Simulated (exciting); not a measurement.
# LiSiP: what the fields show

Input file:

```
<input>
  <title>LiSiP</title>
  <structure speciespath="./" tshift="false">
    <crystal scale="1">
      <basevect>3.833937324206 -4.081623198237 0.000000000000</basevect>
      <basevect>3.833937324206 4.081623198237 0.000000000000</basevect>
      <basevect>0.000000000000 0.000000000000 10.289644447667</basevect>
    </crystal>
    <species speciesfile="Li.xml" rmt="1.7">
      <atom coord="0.500000000000 0.500000000000 0.500000000000"/>
    </species>
    <species speciesfile="Si.xml" rmt="1.85">
      <atom coord="0.500000000000 0.500000000000 0.000000000000"/>
    </species>
    <species speciesfile="P.xml" rmt="1.85">
      <atom coord="0.000000000000 0.000000000000 0.000000000000"/>
    </species>
  </structure>
  <groundstate do="fromscratch" ngridk="6 6 3" rgkmax="6" gmaxvr="14" lmaxapw="10" lmaxmat="10" lmaxvr="8" xctype="GGA_PBE" stype="Gaussian" swidth="0.00183747" nempty="12" ValenceRelativity="zora" epsengy="1e-05" epspot="1e-05" maxscl="60" tforce="true" outputlevel="high"/>
  <properties>
    <chargedensityplot>
      <plot3d>
        <box grid="15 15 28">
          <origin coord="0 0 0"/>
          <point coord="1 0 0"/>
          <point coord="0 1 0"/>
          <point coord="0 0 1"/>
        </box>
      </plot3d>
    </chargedensityplot>
    <elfplot>
      <plot3d>
        <box grid="15 15 28">
          <origin coord="0 0 0"/>
          <point coord="1 0 0"/>
          <point coord="0 1 0"/>
          <point coord="0 0 1"/>
        </box>
      </plot3d>
    </elfplot>
    <exccplot>
      <plot3d>
        <box grid="15 15 28">
          <origin coord="0 0 0"/>
          <point coord="1 0 0"/>
          <point coord="0 1 0"/>
          <point coord="0 0 1"/>
        </box>
      </plot3d>
    </exccplot>
  </properties>
</input>
```

Run with:

```sh
OMP_NUM_THREADS=1 exciting_smp
```

Below, planes, directions and counts refer to the conventional cell (a = 4.06 Å, b = 4.32 Å, c = 5.45 Å, α = 90.00°, β = 90.00°, γ = 90.00°).

Space group Cmmm; a generated structure, not necessarily the stable one.

Theory: exciting, Kohn-Sham DFT of a periodic cell, PBE, all-electron LAPW+lo, shipped species files.

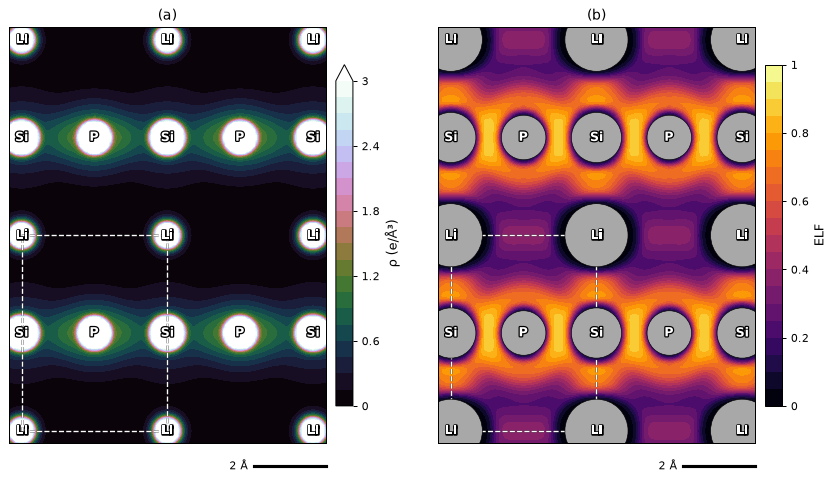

Figure 1. (a) total electron density; (b) electron localisation function on the (010) plane of the conventional cell. Grey discs cover the atomic cores in the ELF map.

Question: What does the map show?

Answer: Atoms in the plane: Li, Si and P. Si–P (2.03 Å): the density is about 0.9 e/Å³ at the midpoint; the ELF peaks at about 0.90 between the atoms: a covalent bond. Li–Si (2.72 Å): the density is about 0.16 e/Å³ at the midpoint; the ELF peaks at about 0.80 in the valence shell of Si, 1.1 Å from its nucleus, and is about 0.70 at the midpoint. Between the atoms the lowest density in this plane is 0.04 e/Å³.

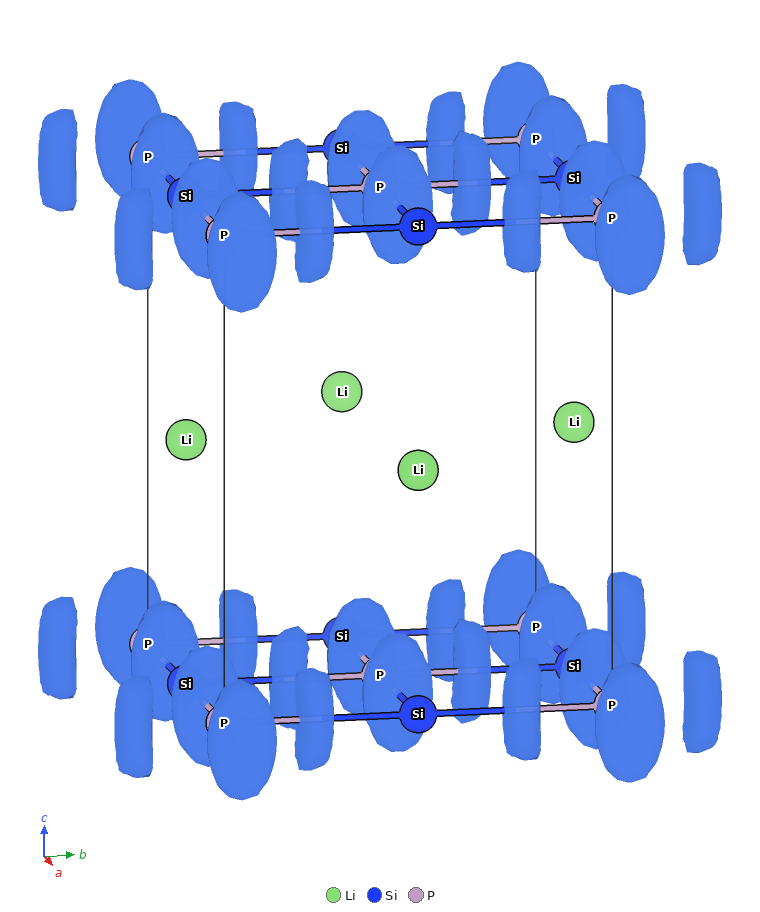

Figure 2. Isosurface of the ELF at 0.8 (blue), seen slightly off an axis. Only the valence region is drawn (cores and ρ < 0.01 e/Å³ removed). Sticks mark near contacts.

Question: Identify the bonds, lone pairs and shells in this picture.

Answer: At this value the surface marks out eight regions between bonded P–Si atoms (shared pairs), counted in one cell of 6 atoms. Any copies at cell faces, edges or corners count once.
